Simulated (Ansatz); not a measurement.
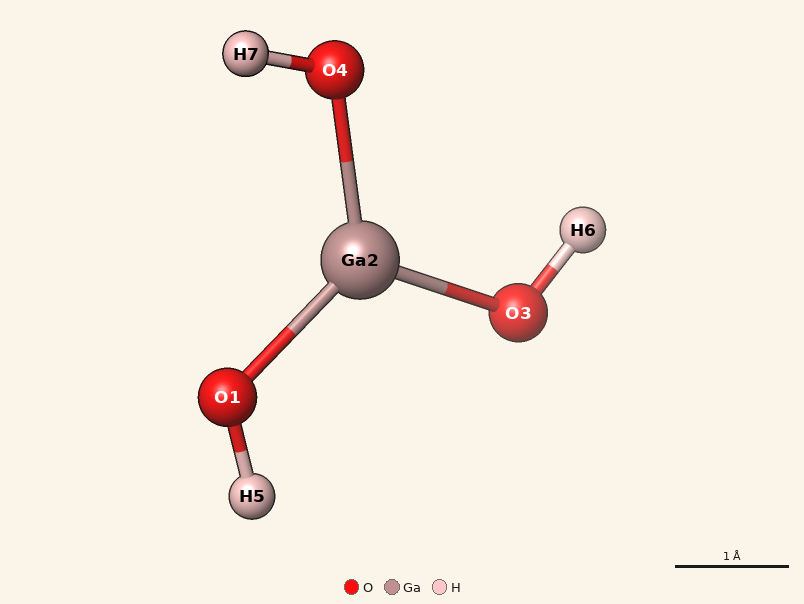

Orthographic view. Depth is shown by fading: the farther an atom, the more it takes the colour of the background. Computed geometry: PBE0-D4/def2-TZVP optimisation. No frequency run is at hand to confirm it as a minimum.

Give the geometry as a Z-matrix, atoms in numerical order, with these reference atoms: 2 to 1; 3 to 2, 1; 4 to 2, 3, 1; 5 to 1, 2, 3; 6 to 3, 2, 1; 7 to 4, 2, 3.

```
O  
Ga   1   1.774
O    2   1.774   1   120.0
O    2   1.774   3   120.0   1   179.9
H    1   0.960   2   113.2   3     0.0
H    3   0.960   2   113.2   1   180.0
H    4   0.960   2   113.2   3   180.0
```
